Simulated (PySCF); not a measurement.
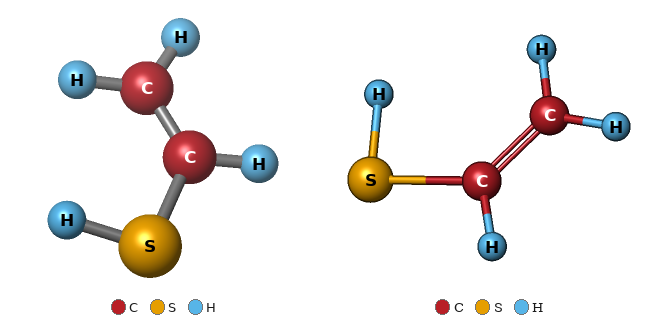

Figure made from data computed with PySCF.

Both panels show the same species.

Identify the structure.

Formula C2H4S. As SMILES it reads `C=CS`. It has no ring. Among its groups: alkene, thiol. The point group is Cs. All atoms lie on one plane. Coordination: 2 C trigonal planar; 1 S bent.
